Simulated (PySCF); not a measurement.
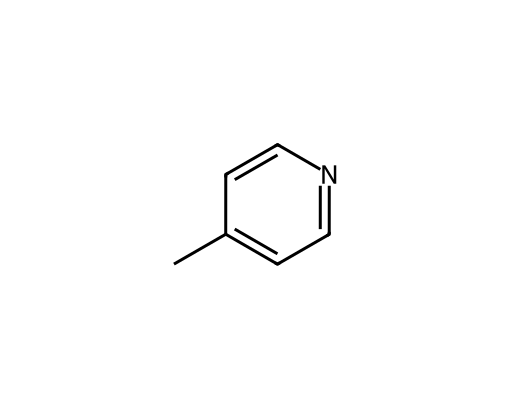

2D structure.

**Give its SMILES.**

Cc1ccncc1

**Give the formula, hydrogens included.**

C6H7N.

More results for the same structure follow; atom numbers are the same in all pictures, views and colours differ. Computed geometry: PBE0-D3(BJ)/def2-SVP optimisation. No frequency run is at hand to confirm it as a minimum.

**Shape**

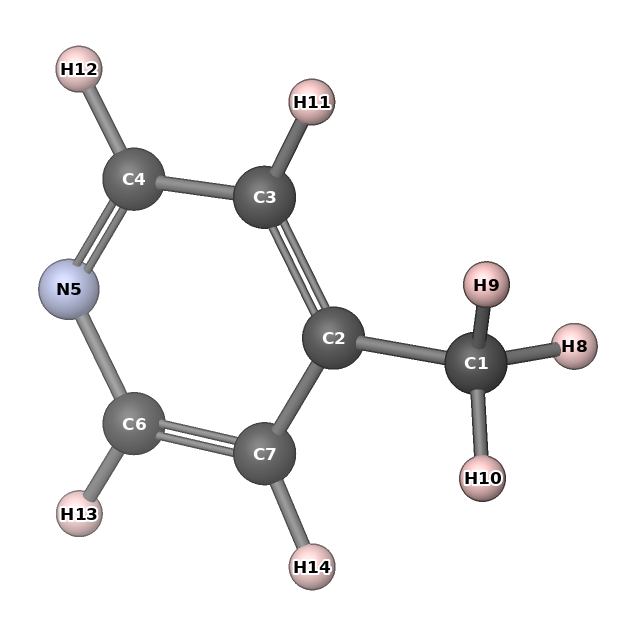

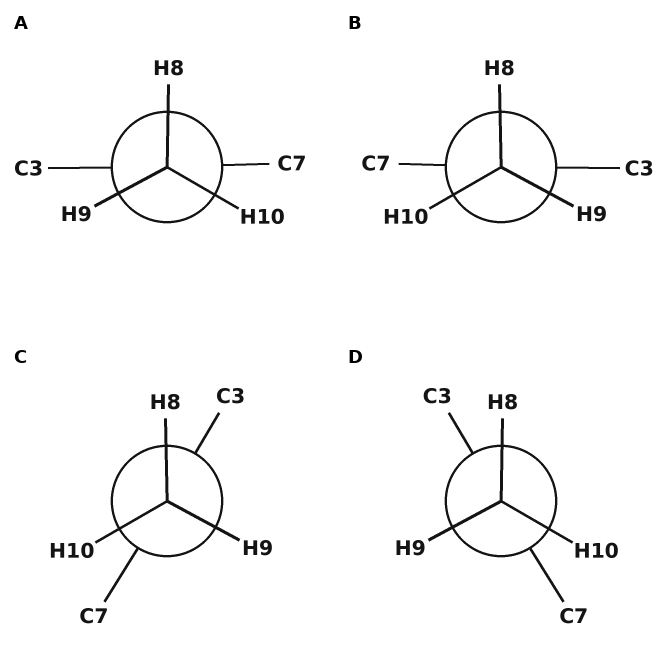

Atoms fade into the background with distance from the viewer. Bonds that would overlap in a projection are set slightly apart. No frequency run is at hand to confirm it as a minimum.

**Which Newman projection shows the view along C1–C2, with C1 in front?**

A. The torsion angle H8–C1–C2–C3 is −92°, about perpendicular.

**Charges**

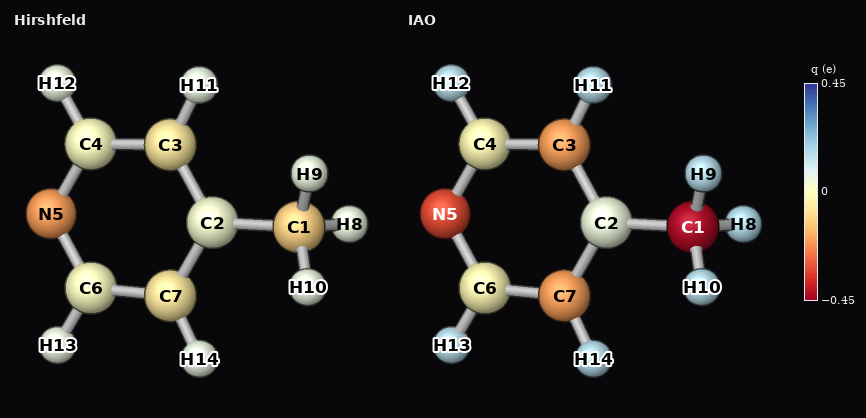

Atomic charges of one calculation by 2 schemes, on one colour scale. No frequency run is at hand to confirm it as a minimum. Level of theory: PBE0/pcSseg-1 in chloroform (IEF-PCM) (PySCF 2.14.0).

**Which scheme gives the most polar picture (largest mean size of the charges)?**

The IAO charges are the largest in size here.

**On which atom do the schemes disagree most?**

On C1 (from −0.43 to −0.11 e).

List the charges (e), one line for each set of equivalent atoms. Atoms whose distances differ by more than 0.02 Å in this geometry are listed apart.

```csv
atom,Hirshfeld,IAO
C1,−0.11,−0.43
C2,0.03,0.05
C3,−0.06,−0.19
C4,0.01,−0.01
N5,−0.20,−0.32
C6,0.01,−0.02
C7,−0.06,−0.19
H8,0.06,0.16
H9,0.05,0.15
H10,0.05,0.16
H11,0.06,0.16
H12,0.05,0.16
H13,0.05,0.16
H14,0.06,0.16
```

**Dipole moment**

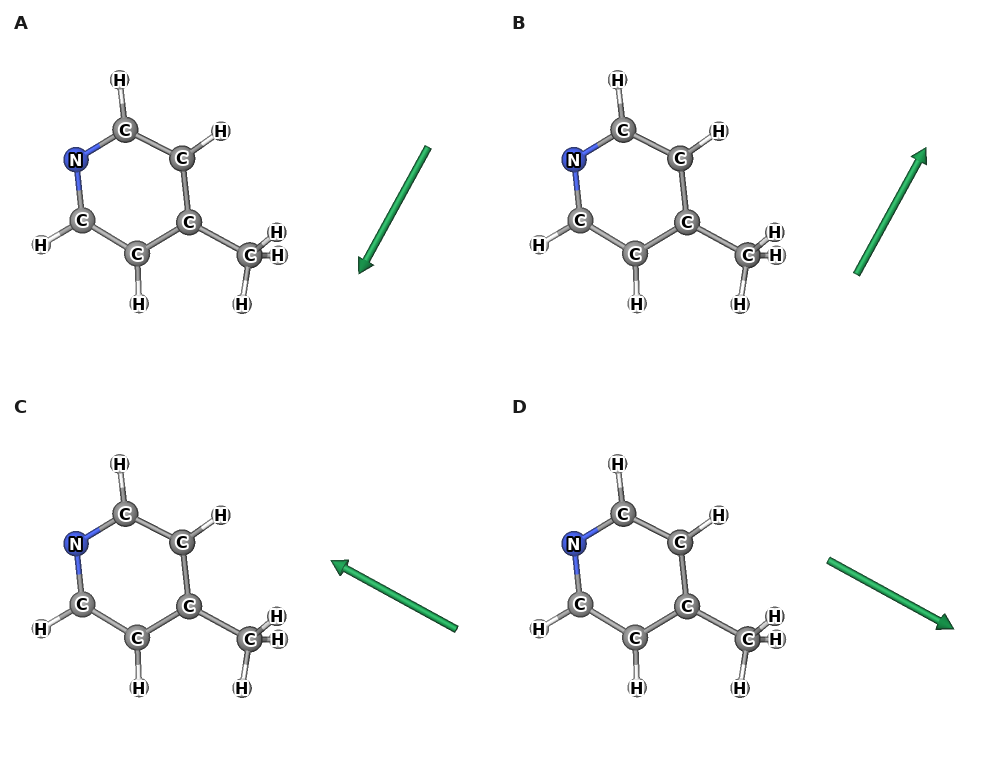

The same molecule four times, each with an arrow. No frequency run is at hand to confirm it as a minimum. Level of theory: CAM-B3LYP/def2-SVPD in chloroform (IEF-PCM) (PySCF 2.14.0).

**Which arrow points along the dipole moment, from the negative to the positive end?**

D. The dipole moment is 3.61 D.

**Ring current**

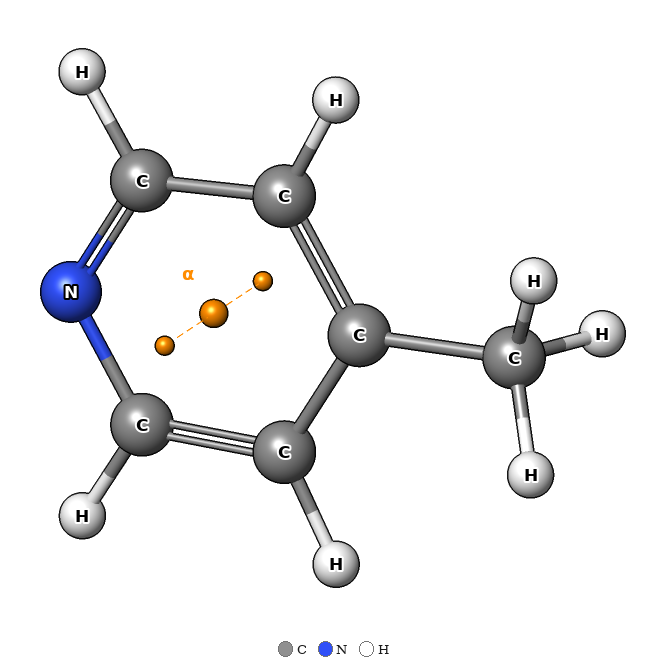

The small points mark where nucleus-independent chemical shifts (NICS) were computed: at the centre of each lettered ring and 1 Å above and below it. No frequency run is at hand to confirm it as a minimum. Method: GIAO ωB97X-D/pcSseg-1 NMR shielding, non-relativistic, IEF-PCM chloroform (PySCF 2.14.0).

Give NICS(0), NICS(1) and the out-of-plane component NICS(1)zz for each ring (means of the two sides).

| ring | members | NICS(0) | NICS(1) | NICS(1)zz |
| --- | --- | --- | --- | --- |
| α | C5N | −7.1 | −11.1 | −28.0 |

Values in ppm.

**What do the values say about the ring currents?**

Ring α: diatropic, as in an aromatic ring. NICS is one index among several.
